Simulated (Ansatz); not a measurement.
System (SMILES): [B](F)F, doublet.
Atoms: B1, F2, F3. Bonds: B1-F2, B1-F3.

Basis-set convergence of the lowest harmonic wavenumber at PBE with Ansatz (an electronic-structure program). Each level at its own minimum, finite differences of forces, unscaled; the reference is a large set that could be run, not a limit. All functions are spherical. The program fits the integrals of some runs and decomposes those of others, by size. Open shells are unrestricted. No added dispersion term, no relativity. Reference: the value in def2-QZVPP, 504 cm⁻¹, itself unsure by roughly 2 cm⁻¹ (its mean distance from cc-pVQZ, aug-pcseg-2, aug-cc-pVTZ). Deviations are taken from unrounded values.

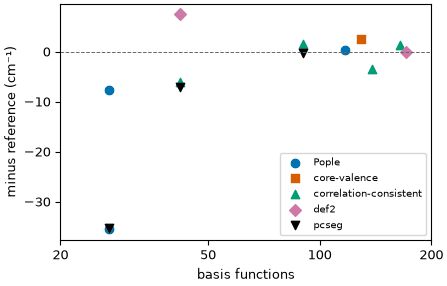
Figure. Deviation from the reference against the number of basis functions, by family of sets.

| basis | functions | lowest harmonic wavenumber (cm⁻¹) | minus reference (cm⁻¹) |
|---|---|---|---|
| 3-21G | 27 | 496 | -8 |
| 6-31G | 27 | 469 | -36 |
| pcseg-0 | 27 | 469 | -35 |
| cc-pVDZ | 42 | 498 | -6 |
| def2-SVP | 42 | 512 | 7 |
| pcseg-1 | 42 | 497 | -7 |
| cc-pVTZ | 90 | 506 | 1 |
| pcseg-2 | 90 | 504 | 0 |
| 6-311++G(3df,3pd) | 117 | 504 | 0 |
| cc-pCVTZ | 129 | 507 | 3 |
| aug-cc-pVTZ | 138 | 501 | -3 |
| cc-pVQZ | 165 | 505 | 1 |
| def2-QZVPP | 171 | 504 | 0 |
